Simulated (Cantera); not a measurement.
Input: 1 mol Cu2O, 0.59 mol C, 8 mol N2, equilibrated at 1050 Torr.

Cantera equilibrium calculation (NASA polynomials, part measured and part estimated; ideal gas, pure solids and liquids). Candidate condensed phases: C, Cu, CuO, Cu2O; 27 gas species. The numbers say what is thermodynamically allowed, not how fast it happens.

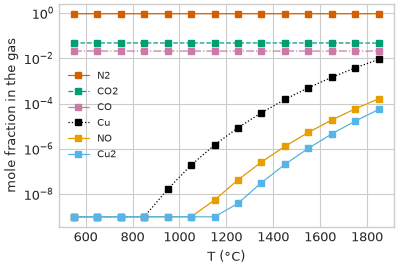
Figure. Equilibrium gas composition (values under 1e-9 drawn at 1e-9)

From 550 °C to 1050 °C the condensed part is Cu(s). From 1150 °C to 1850 °C the condensed part is Cu(l).
